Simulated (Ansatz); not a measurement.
# NH4+ (singlet): one geometry, many settings

What do other methods and options give for NH4+ (singlet) at this geometry, and how long do they take?

Program: Ansatz 0.2.0, Gaussian basis. Level of theory: the settings change from run to run. These are calculated values, not measurements.

13 further runs of the same task are left out: 6 that didn't finish, 7 set aside as unsound or not needed.

### Step 1. What is computed

The geometry is a PBE0/def2-TZVP stationary point (not a proven minimum).

5 atoms, charge 1, spin multiplicity 1.

Atoms are counted from 1 here; the program's logs count them from 0.

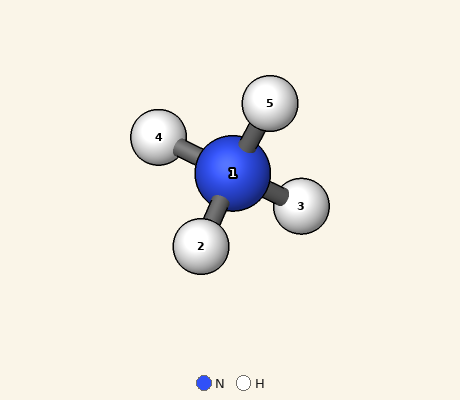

The geometry (nitrogen blue, hydrogen white); atoms are numbered from 1 in the order of the file.

### Step 2. CCSDT(Q) on RHF/6-31G

Contents of in.yaml:

```yaml
crystal:
  periodic: [false, false, false]
  atoms:
    - {symbol: N, position_ang: [0.000000, 0.000000, 0.000000]}
    - {symbol: H, position_ang: [0.590343, 0.592302, 0.590214]}
    - {symbol: H, position_ang: [-0.592921, -0.588246, 0.591684]}
    - {symbol: H, position_ang: [-0.588983, 0.589598, -0.594267]}
    - {symbol: H, position_ang: [0.591561, -0.593654, -0.587631]}
basis:
  gaussian: {orbitals: 6-31G}
total_charge: 1
magnetization: {spin_polarized: false}
correlation: {method: ccsdt_q, electrons: all}
```

Run with:

```sh
ansatz run in.yaml --threads 1 --pin off --events-out ev --progress --plain --max-ram 2176MiB
```

Standard output:

```text
Functional definition: HF
  name "HF"
  cite "Fock, Z. Phys. 61, 126 (1930) doi:10.1007/BF01340294"
  parent pbe
  exchange = exact_x
  correlation = 0
402 factors; integrals over basis functions are off by at most 2.2e-8 eV
mean field evaluation 1: about -1534.4401 eV, gradient 4.3e1 eV
mean field evaluation 2: about -1534.4369 eV, gradient 4.3e1 eV
mean field evaluation 4: about -1537.8764 eV, gradient 1.2e0 eV
mean field evaluation 8: about -1537.8800 eV, gradient 1.5e-6 eV
mean field evaluation 16: about -1537.8800 eV, gradient 9.1e-2 eV
mean field -1537.88003739 eV, -56.5160489614 hartree, gradient 1.1e-6 eV, S^2 0.000000; 0 other end points of the search recorded, 0 dependent functions left out
reference -1537.88003739 eV, -56.5160489614 hartree; 5, 5 occupied and 12, 12 virtual orbitals, 402 factors
second order -3.23040397 eV of doubles, -0.00000000 eV of singles
cycle   1  -3.48558974 eV  change   -2.6e-1 eV  update   3.9e-2
cycle   2  -3.66340419 eV  change   -1.8e-1 eV  update   1.5e-2
cycle   3  -3.67797941 eV  change   -1.5e-2 eV  update   3.5e-3
cycle   4  -3.67748945 eV  change    4.9e-4 eV  update   9.0e-4
cycle   5  -3.67789686 eV  change   -4.1e-4 eV  update   2.2e-4
cycle   6  -3.67792764 eV  change   -3.1e-5 eV  update   6.2e-5
cycle   7  -3.67793941 eV  change   -1.2e-5 eV  update   1.0e-5
cycle   8  -3.67794571 eV  change   -6.3e-6 eV  update   2.2e-6
cycle   9  -3.67794641 eV  change   -7.1e-7 eV  update   4.8e-7
perturbative correction -0.00729239 eV, -0.0002679905 hartree
Total energy: -1541.56527619 eV, -56.6514789895 hartree
```

Run time: 0.36 s. Hardware: 1 thread of Intel Xeon 6975P-C, shared host.

From the report: correlation -3.6852 eV; T1 0.005; largest double amplitude 0.04.

### Step 3. CCSDT(Q) on UHF/def2-SVP

Edit in.yaml of step 2 so:

```diff
@@ -9,5 +9,6 @@
 basis:
-  gaussian: {orbitals: 6-31G}
+  gaussian: {orbitals: def2-SVP}
 total_charge: 1
-magnetization: {spin_polarized: false}
-correlation: {method: ccsdt_q, electrons: all}
+magnetization: {spin_polarized: true, initial_magnetization: 0}
+correlation: {method: ccsdt_q, electrons: valence}
+scf: {lower_state_search: full}
```

Same command.

Standard output, cut to the lines that bear on the results:

```text
Functional definition: HF
  name "HF"
  cite "Fock, Z. Phys. 61, 126 (1930) doi:10.1007/BF01340294"
  parent pbe
[...]
669 factors; integrals over basis functions are off by at most 9.9e-8 eV
[...]
mean field -1537.40903618 eV, -56.4987399865 hartree, gradient 3.6e-6 eV, S^2 0.000000; 1 other end points of the search recorded, 0 dependent functions left out
1 core orbitals not correlated: weight in the atoms' cores, before any rotation towards them, 1.000 or more for the frozen orbitals, at most 0.000 for the correlated occupied ones
reference -1537.40903618 eV, -56.4987399865 hartree; 4, 4 occupied and 29, 29 virtual orbitals, 669 factors
second order -5.08356614 eV of doubles, -0.00000000 eV of singles
cycle   1  -5.43007221 eV  change   -3.5e-1 eV  update   4.1e-2
[...]
cycle  10  -5.68147713 eV  change    7.9e-7 eV  update   1.7e-7
perturbative correction -0.00693654 eV, -0.0002549133 hartree
Total energy: -1543.09744986 eV, -56.7077853332 hartree
```

Wall time 3.1 s (1 thread of Intel Xeon 6975P-C, shared host).

From the report: ⟨S²⟩ of the determinant 0.000 (pure singlet: 0.00); correlation -5.6884 eV; T1 0.005; largest double amplitude 0.03.

### Step 4. BCCD on UHF/6-31G

Edit in.yaml of step 3 so:

```diff
@@ -9,6 +9,6 @@
 basis:
-  gaussian: {orbitals: def2-SVP}
+  gaussian: {orbitals: 6-31G}
 total_charge: 1
 magnetization: {spin_polarized: true, initial_magnetization: 0}
-correlation: {method: ccsdt_q, electrons: valence}
-scf: {lower_state_search: full}
+correlation: {method: bccd, electrons: outside_noble_gas}
+output: {forces: true}
```

Same command.

Standard output, cut to the lines that bear on the results:

```text
Functional definition: HF
  name "HF"
  cite "Fock, Z. Phys. 61, 126 (1930) doi:10.1007/BF01340294"
  parent pbe
[...]
260 factors; integrals over basis functions are off by at most 2.3e-4 eV
[...]
mean field -1537.88006243 eV, -56.5160498819 hartree, gradient 8.5e-6 eV, S^2 0.000000; 1 other end points of the search recorded, 0 dependent functions left out
1 core orbitals not correlated: weight in the atoms' cores, before any rotation towards them, 1.000 or more for the frozen orbitals, at most 0.000 for the correlated occupied ones
reference -1537.88006243 eV, -56.5160498819 hartree; 4, 4 occupied and 12, 12 virtual orbitals, 260 factors
second order -3.19798127 eV of doubles, -0.00000000 eV of singles
cycle   1  -3.45894578 eV  change   -2.6e-1 eV  update   3.7e-2
[...]
cycle   7  -3.60787923 eV  change   -4.6e-6 eV  update   3.7e-6
[...]
Total energy: -1541.48794167 eV, -56.6486369982 hartree
Atom 0 at     0.000000     0.000000     0.000000 Å, force     0.000000    -0.000000    -0.000019 eV/Å
Atom 1 at     0.590343     0.592302     0.590214 Å, force     0.182239     0.182844     0.182196 eV/Å
Atom 2 at    -0.592921    -0.588246     0.591684 Å, force    -0.183035    -0.181592     0.182650 eV/Å
Atom 3 at    -0.588983     0.589598    -0.594267 Å, force    -0.181805     0.181995    -0.183438 eV/Å
Atom 4 at     0.591561    -0.593654    -0.587631 Å, force     0.182601    -0.183247    -0.181389 eV/Å
Dipole moment:    -0.000000    -0.000000    -0.000000 e Å
```

Wall time 0.24 s (1 thread of Intel Xeon 6975P-C, shared host).

From the report: ⟨S²⟩ of the determinant 0.000 (pure singlet: 0.00); correlation -3.6079 eV; largest double amplitude 0.04.

### Step 5. MRCISD+Q(relaxed)(8,5)/6-31G*

Edit in.yaml of step 4 so:

```diff
@@ -9,6 +9,4 @@
 basis:
-  gaussian: {orbitals: 6-31G}
+  gaussian: {orbitals: "6-31G*"}
 total_charge: 1
-magnetization: {spin_polarized: true, initial_magnetization: 0}
-correlation: {method: bccd, electrons: outside_noble_gas}
-output: {forces: true}
+correlation: {method: fic_mrcisd_q_relaxed, electrons: all, active_space: {window: {electrons: 8, orbitals: 5}, states: [{multiplicity: 1, weights: [1, 0.5, 1]}, {multiplicity: 3, weights: [1]}], root: 1}}
```

Launched as before.

Standard output, cut to the lines that bear on the results:

```text
Functional definition: HF
  name "HF"
  cite "Fock, Z. Phys. 61, 126 (1930) doi:10.1007/BF01340294"
  parent pbe
[...]
437 factors; integrals over basis functions are off by at most 1.7e-7 eV
[...]
mean field -1538.27116656 eV, -56.5304226935 hartree, gradient 2.5e-6 eV, S^2 0.000000; 0 other end points of the search recorded, 0 dependent functions left out
reference -1538.27116656 eV, -56.5304226935 hartree; 5, 5 occupied and 18, 18 virtual orbitals, 437 factors
state -1538.05744364 eV, -56.5225685210 hartree
state -1521.68592404 eV, -55.9209262728 hartree
state -1521.68592183 eV, -55.9209261914 hartree
contracted CI cycle   1: correlation 0.00000000 eV, 0.0000000000 hartree, residual 2.39e1 eV
contracted CI cycle   2: correlation -4.80679498 eV, -0.1766464575 hartree, residual 4.89e0 eV
contracted CI cycle   3: correlation -5.10710229 eV, -0.1876825476 hartree, residual 1.36e0 eV
[...]
contracted CI cycle   5: correlation -4.79385408 eV, -0.1761708881 hartree, residual 5.96e-2 eV
contracted CI cycle   6: correlation -4.79391779 eV, -0.1761732293 hartree, residual 2.54e-2 eV
contracted CI cycle   7: correlation -4.79393334 eV, -0.1761738006 hartree, residual 1.36e-2 eV
contracted CI cycle   8: correlation -4.79393656 eV, -0.1761739193 hartree, residual 5.11e-3 eV
contracted CI cycle   9: correlation -4.79393698 eV, -0.1761739347 hartree, residual 1.84e-3 eV
contracted CI cycle  10: correlation -4.79393703 eV, -0.1761739364 hartree, residual 5.75e-4 eV
contracted CI cycle  11: correlation -4.79393703 eV, -0.1761739366 hartree, residual 2.02e-4 eV
state -1523.46363267 eV, -55.9862558600 hartree; corrected -1528.57303519 eV, -56.1740229393 hartree
an earlier search ended where averaged states of different weights were degenerate, so these states were given the mean of their weights and the orbitals were optimised with it
Total energy: -1527.08102713 eV, -56.1191926544 hartree
```

Run time: 0.9 s. Hardware: 1 thread of Intel Xeon 6975P-C, shared host.

From the report: 17 determinants; active occupations (of the averaged states) 2.00, 1.79, 1.79, 1.71, 0.72.

### Step 6. CCSDT(Q)/B on RHF/6-31G

Contents of in.yaml:

```yaml
crystal:
  periodic: [false, false, false]
  atoms:
    - {symbol: N, position_ang: [0.000000, 0.000000, 0.000000]}
    - {symbol: H, position_ang: [0.590343, 0.592302, 0.590214]}
    - {symbol: H, position_ang: [-0.592921, -0.588246, 0.591684]}
    - {symbol: H, position_ang: [-0.588983, 0.589598, -0.594267]}
    - {symbol: H, position_ang: [0.591561, -0.593654, -0.587631]}
basis:
  gaussian: {orbitals: 6-31G}
total_charge: 1
magnetization: {spin_polarized: false}
correlation: {method: ccsdt_q_b, electrons: outside_noble_gas}
scf: {omitted_lower_state_checks: [cluster_reference]}
output: {forces: true}
```

Same command.

Standard output, cut to the lines that bear on the results:

```text
Functional definition: HF
  name "HF"
  cite "Fock, Z. Phys. 61, 126 (1930) doi:10.1007/BF01340294"
  parent pbe
[...]
402 factors; integrals over basis functions are off by at most 2.2e-8 eV
[...]
mean field -1537.88003739 eV, -56.5160489614 hartree, gradient 1.1e-6 eV, S^2 0.000000; 0 other end points of the search recorded, 0 dependent functions left out
1 core orbitals not correlated: weight in the atoms' cores, before any rotation towards them, 1.000 or more for the frozen orbitals, at most 0.000 for the correlated occupied ones
reference -1537.88003739 eV, -56.5160489614 hartree; 4, 4 occupied and 12, 12 virtual orbitals, 402 factors
second order -3.19804904 eV of doubles, -0.00000000 eV of singles
cycle   1  -3.45621817 eV  change   -2.6e-1 eV  update   3.9e-2
[...]
cycle   9  -3.64828557 eV  change   -7.1e-7 eV  update   4.9e-7
perturbative correction -0.00723515 eV, -0.0002658869 hartree
[...]
Total energy: -1541.53555810 eV, -56.6503868700 hartree
Atom 0 at     0.000000     0.000000     0.000000 Å, force     0.000000    -0.000000    -0.000019 eV/Å
Atom 1 at     0.590343     0.592302     0.590214 Å, force     0.203958     0.204634     0.203910 eV/Å
Atom 2 at    -0.592921    -0.588246     0.591684 Å, force    -0.204848    -0.203233     0.204418 eV/Å
Atom 3 at    -0.588983     0.589598    -0.594267 Å, force    -0.203473     0.203686    -0.205300 eV/Å
Atom 4 at     0.591561    -0.593654    -0.587631 Å, force     0.204364    -0.205087    -0.203008 eV/Å
Dipole moment:    -0.000000    -0.000000    -0.000000 e Å
Checks for a lower state left out: cluster_reference
```

Run time: 0.88 s. Hardware: 1 thread of Intel Xeon 6975P-C, shared host.

From the report: correlation -3.6555 eV; T1 0.006; largest double amplitude 0.04.

### Step 7. CCSDT(Q) on UHF/6-31G*

Edit in.yaml of step 6 so:

```diff
@@ -9,7 +9,5 @@
 basis:
-  gaussian: {orbitals: 6-31G}
+  gaussian: {orbitals: "6-31G*"}
 total_charge: 1
-magnetization: {spin_polarized: false}
-correlation: {method: ccsdt_q_b, electrons: outside_noble_gas}
-scf: {omitted_lower_state_checks: [cluster_reference]}
-output: {forces: true}
+magnetization: {spin_polarized: true, initial_magnetization: 0}
+correlation: {method: ccsdt_q, electrons: all, diis_vectors: 2}
```

Launched as before.

Standard output, cut to the lines that bear on the results:

```text
Functional definition: HF
  name "HF"
  cite "Fock, Z. Phys. 61, 126 (1930) doi:10.1007/BF01340294"
  parent pbe
[...]
437 factors; integrals over basis functions are off by at most 1.7e-7 eV
[...]
mean field -1538.27116656 eV, -56.5304226935 hartree, gradient 2.7e-6 eV, S^2 0.000000; 1 other end points of the search recorded, 0 dependent functions left out
reference -1538.27116656 eV, -56.5304226935 hartree; 5, 5 occupied and 18, 18 virtual orbitals, 437 factors
second order -4.70984282 eV of doubles, -0.00000000 eV of singles
cycle   1  -5.01931940 eV  change   -3.1e-1 eV  update   4.0e-2
[...]
cycle  11  -5.23511169 eV  change    5.4e-7 eV  update   2.9e-7
perturbative correction -0.00910462 eV, -0.0003345885 hartree
Total energy: -1543.51538287 eV, -56.7231440883 hartree
```

Run time: 2.1 s. Hardware: 1 thread of Intel Xeon 6975P-C, shared host.

From the report: ⟨S²⟩ of the determinant 0.000 (pure singlet: 0.00); correlation -5.2442 eV; T1 0.004; largest double amplitude 0.04.

### Step 8. All runs side by side

Where basis and cores are those of an earlier FCI/6-31G run (-1541.5356 eV), and the state is the same kind, the miss against it is given.

```tsv
level	correlated	functions	energy (eV)	from FCI (meV)	time
CCSDT(Q) on RHF/6-31G	all	17	-1541.5653		0.36 s
CCSDT(Q) on UHF/def2-SVP	valence	34	-1543.0974		3.1 s
BCCD on UHF/6-31G	outside noble gas	17	-1541.4879	47.7	0.24 s
MRCISD+Q(relaxed)(8,5)/6-31G* (excited root 1 of an average)	all	23	-1527.0810		0.9 s
CCSDT(Q)/B on RHF/6-31G	outside noble gas	17	-1541.5356	0.1	0.88 s
CCSDT(Q) on UHF/6-31G*	all	23	-1543.5154		2.1 s
```

### Step 9. Outcome

```
quantity                            value
    runs                                6
quickest        BCCD on UHF/6-31G, 0.24 s
 slowest  CCSDT(Q) on UHF/def2-SVP, 3.1 s
```

**Reading.** Total energies in different bases, with other cores or another treatment of relativity can't be set against each other. CCSDT(Q) on UHF/def2-SVP took 13 times as long as BCCD on UHF/6-31G; the jobs differ in more than the method. Among the correlated runs with a miss given, it spans +0 to +48 meV.
